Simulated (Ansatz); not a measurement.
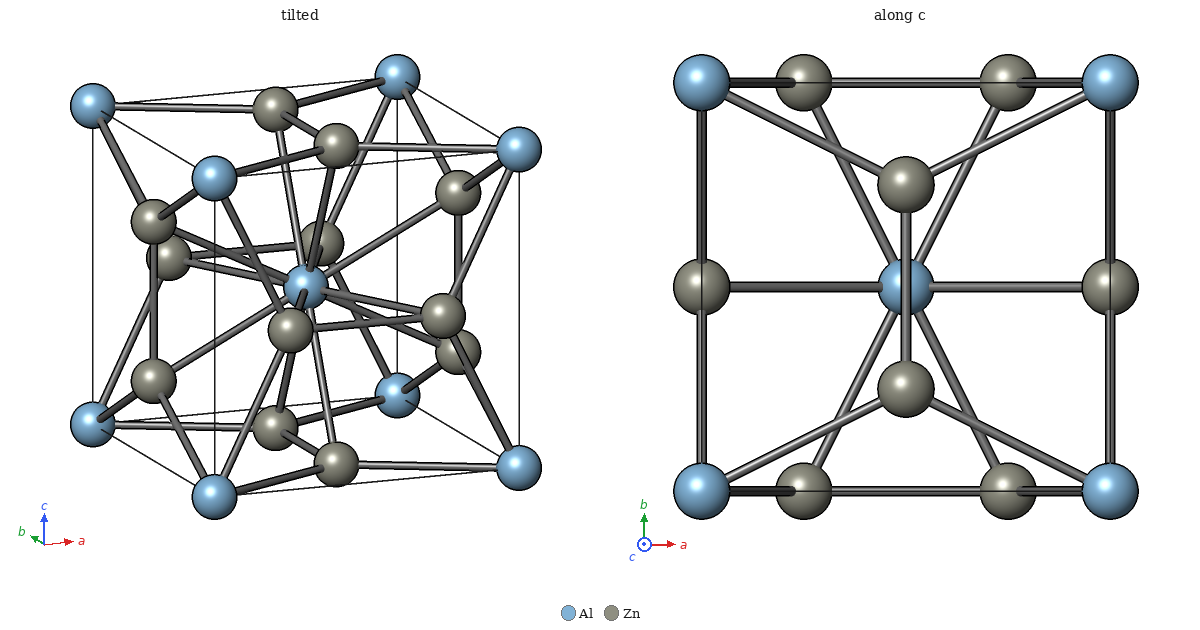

Drawn in the ball-and-stick manner and seen slightly off an axis and along the c axis. One conventional unit cell is outlined, and atoms on its boundary appear in each equivalent place.

AlZn3, Cr₃Si (A15) type, space group Pm-3n (No. 223), a = 5.040 Å, b = 5.040 Å, c = 5.040 Å, α = 90.00°, β = 90.00°, γ = 90.00°. The structure comes from a structure type filled with these elements by a generator (whether the compound takes this form wasn't checked). Earlier steps of the study may have refined or changed the cell and positions. Ansatz was used for an electronic-structure calculation on it.

This one geometry was computed with Ansatz (DFT, plane waves, PAW) at three levels of theory: r2SCAN, PBE and PBEsol.

Which level gives the highest pressure at this volume, and what does that say about its equilibrium volume?

Highest: PBE (0.0 GPa), which points to the largest equilibrium volume. Lowest, with the smallest volume: r2SCAN (-3.6 GPa) and PBEsol (-3.9 GPa). Levels within 0.5 GPa of each other can't be told apart.

How does the band gap change with the level of theory?

All levels give a metal.

Collect the results in a table.

| level | cutoff (eV) | k-mesh of the run's cell | gap (eV) | pressure (GPa) |
| --- | --- | --- | --- | --- |
| r2SCAN | 500 | 8×8×8 | metal | -3.6 |
| PBE | 420 | 8×8×8 | metal | 0.0 |
| PBEsol | 420 | 8×8×8 | metal | -3.9 |

Gaps are taken on the k-mesh or band path of each run.
